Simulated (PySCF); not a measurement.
C₄H₈AlBrSi (SMILES [SiH3]CC#C[CH2][AlH][Br])

Input

```
{"job": {"kind": "uv", "xc": "B3LYP", "basis": "def2-SVPD", "nstates": 8, "ntriplets": 3}, "charge": 0, "multiplicity": 1}
Si    -2.545145     0.882033     0.152252
C     -1.740741    -0.682528    -0.600060
C     -0.358736    -0.796042    -0.200706
C      0.773889    -0.925306     0.187220
C      2.162734    -1.020748     0.609388
Al     2.715491     0.744810    -0.143534
Br     4.779966     1.662436    -0.092578
H     -3.952539     0.897338    -0.253846
H     -1.850654     2.066462    -0.351980
H     -2.435496     0.814043     1.610444
H     -1.793890    -0.639168    -1.690483
H     -2.283839    -1.577109    -0.283363
H      2.217439    -1.126009     1.701602
H      2.631620    -1.916546     0.180293
H      1.675487     1.624325    -0.846561
```

Run with:

```sh
OMP_NUM_THREADS=1 python probes_run.py task.json out
```

Geometry: GFN2-xTB.

The calculation used B3LYP/def2-SVPD, SCF density, gas phase (PySCF).

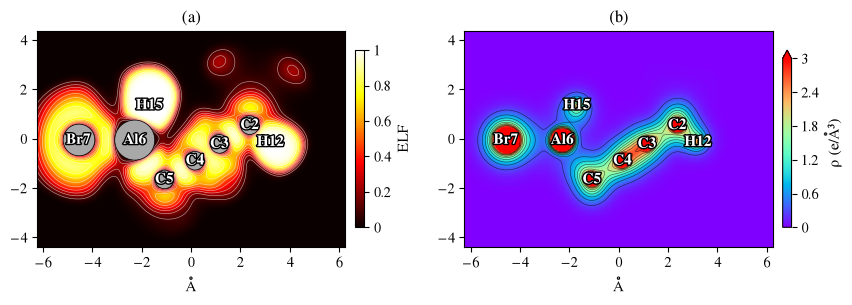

Figure 1. (a) electron localisation function; (b) electron density on the plane of atoms C5, Al6 and H15. Grey discs cover the atomic cores in the ELF map.

**What does the map show?**

Atoms in the plane: C, Al, Br and H.
C–C (1.20 Å): ρ at the midpoint is about 2.7 e/Å³; the ELF peaks at about 0.85 between the atoms: a multiple bond.
C–Al (2.00 Å): ρ is about 0.67 e/Å³ halfway; the ELF peaks at about 0.95 between the atoms (a shared but strongly polarised pair).
Al–Br (2.26 Å): the density is about 0.65 e/Å³ at the midpoint; the ELF peaks at about 0.85 in the valence shell of Br, 1.1 Å from its nucleus, and is about 0.85 at the midpoint.
C–H (1.09 Å): ρ at the midpoint is about 1.9 e/Å³; the ELF climbs to about 1 towards the hydrogen, as it does in any bond to H (an ordinary covalent bond to hydrogen).
Al–H (1.53 Å): ρ at the midpoint is about 0.6 e/Å³; the ELF climbs to about 1 towards the hydrogen.
The ELF also peaks beside Br7, away from the bonds: lone-pair regions.

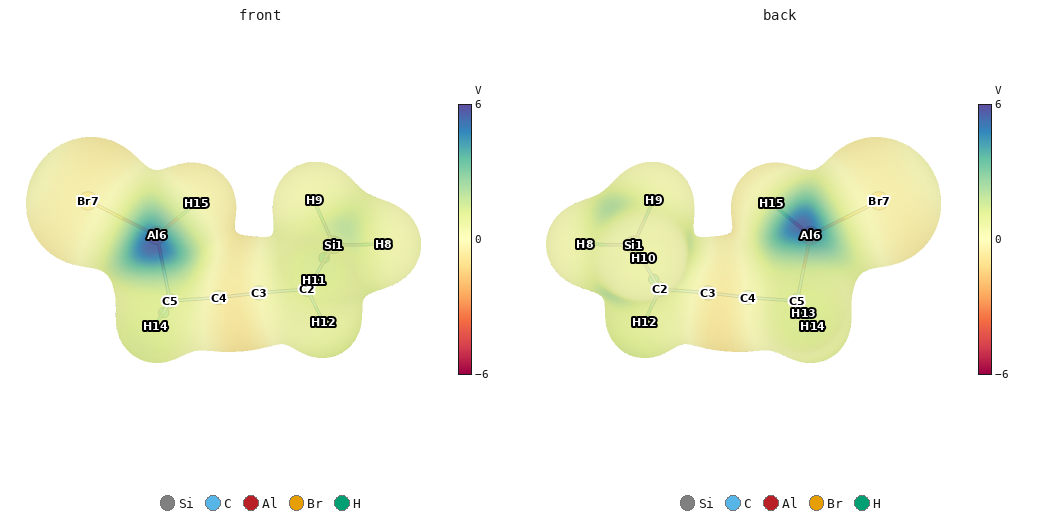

Figure 2. The molecular electrostatic potential painted on the density surface at 0.004 e/bohr³, seen from the front and from behind; red is negative and blue positive.

**Where is the surface potential most negative and most positive?**

The most negative region (about −0.7 V, or −16 kcal/mol for a unit charge) lies over C3 and C4, the most positive (about +5.2 V, or +120 kcal/mol for a unit charge) over Al6. Br7 shows a σ-hole: about +0.2 V at the tip opposite its bond, against about −0.4 V, or −9 kcal/mol for a unit charge on its flanks.
